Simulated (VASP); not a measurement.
Band structure of LuCo3B2 (space group P6/mmm). Level of theory: PBEsol GGA, VASP's PBE PAW potentials (set 64) (plane waves; VASP).

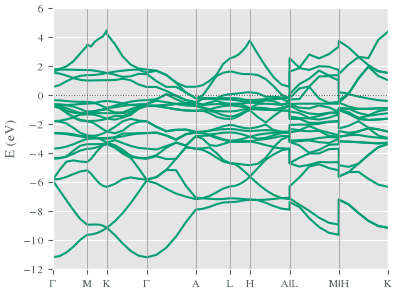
Figure. Bands along high-symmetry lines, zero at the valence-band maximum or, without a gap, the Fermi level

Question: Read the plot: is there a gap, and where are the band edges?

Answer: It has no gap at this level: it comes out as a metal or semimetal.

The structure comes from a computed database's LuCo3B2 entry (P6/mmm); how it stands against other phases isn't given here. The cell was not relaxed at this level. The run is not spin-polarised, so no magnetic state was tried.
